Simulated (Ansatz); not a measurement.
# BH6N: what the fields show

```yaml
atoms:
  - { symbol: B, position_ang: [0.0446, -0.1293, 0.1615] }
  - { symbol: H, position_ang: [0.2532, 0.6302, 1.0933] }
  - { symbol: H, position_ang: [0.9471, -0.1480, -0.6594] }
  - { symbol: H, position_ang: [-1.0606, 0.0079, -0.3369] }
  - { symbol: N, position_ang: [0.0346, -1.6297, 0.8238] }
  - { symbol: H, position_ang: [-0.1504, -2.3397, 0.1194] }
  - { symbol: H, position_ang: [0.9299, -1.8459, 1.2551] }
  - { symbol: H, position_ang: [-0.6827, -1.7091, 1.5405] }
```

Computed with RKS r2SCANh-D4/def2-SVPD in Ansatz.

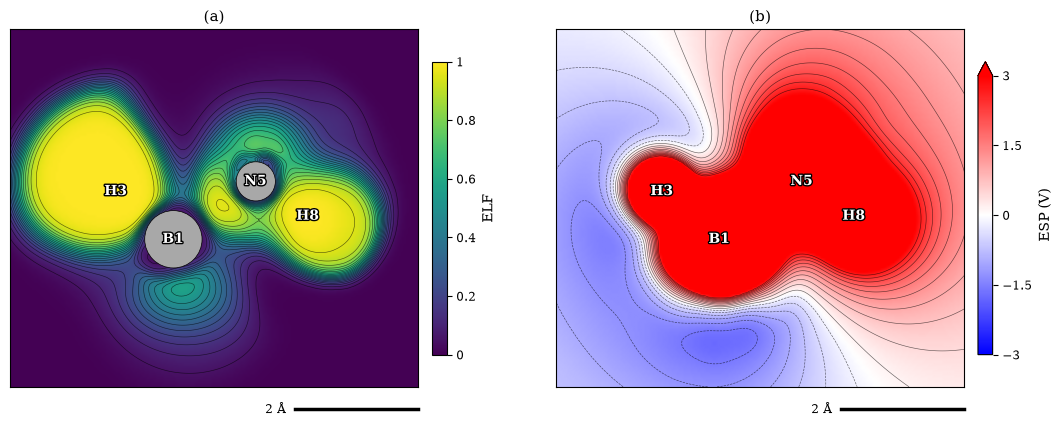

Figure 1. (a) electron localisation function; (b) molecular electrostatic potential on the plane of atoms B1, N5 and H8. Grey discs cover the atomic cores in the ELF map.

### What does the map show?

- The plane passes through B, H and N nuclei.
- B–N (1.64 Å): the ELF peaks at about 0.95 between the atoms (a polar covalent bond).
- N–H (1.02 Å): the ELF climbs to about 1 towards the hydrogen, as it does in any bond to H; an ordinary covalent bond to hydrogen.
- B–H (1.22 Å): the ELF climbs to about 1 towards the hydrogen; a covalent bond by its length.
- Outside the dense part of the molecule the potential is most negative (−1.7 V) near H2 and H3, which lies off the plane.

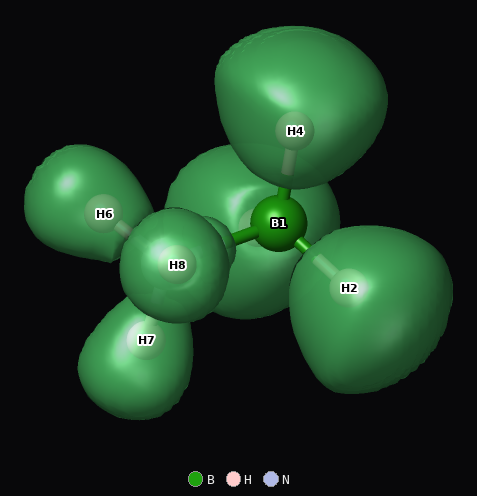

Figure 2. Isosurface of the electron localisation function at 0.85 (green), seen at a tilt. Core shells and regions of very low density are left out.

### Where are the electrons localised?

The ELF exceeds this value in one region between bonded B–N atoms (shared pairs) and six regions around hydrogen nuclei.

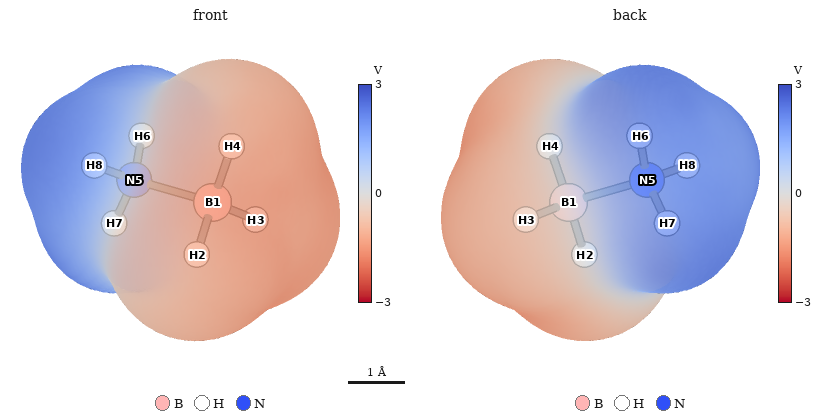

Figure 3. The electrostatic potential painted on the density surface at 0.001 e/bohr³, seen from the front and from behind; the colour scale runs from red (negative) to blue (positive).

### Which sites attract a positive test charge, and which a negative one?

A positive charge is drawn to the negative regions and a negative charge to the positive ones. The most negative region (about −1.5 V, or −35 kcal/mol for a unit charge) lies over H3, the most positive (about +2.2 V, or +51 kcal/mol for a unit charge) over H6, H7 and H8.

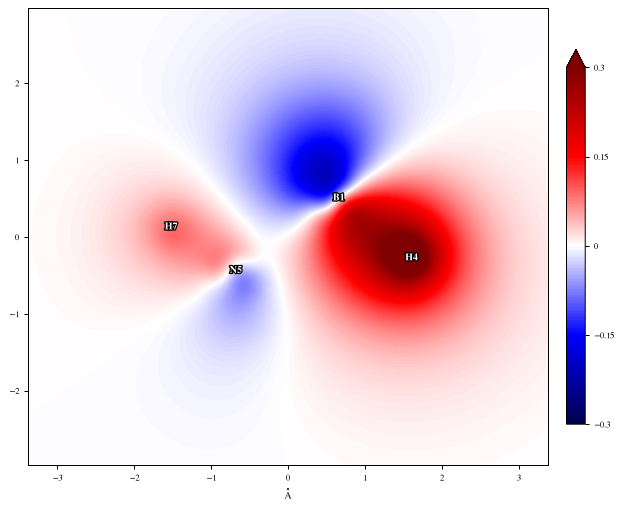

Figure 4. The HOMO on the plane of atoms B1, N5 and H7 (values in Å⁻³ᐟ²; the overall sign is arbitrary).

### Where does this orbital lie, and at what energy?

By Hirshfeld shares it lies mainly on B1 (about 40 %), H2 (about 35 %), H3 (about 10 %) and H4 (about 10 %). It is one of a degenerate set, so its orientation is arbitrary. Its energy is −7.21 eV.
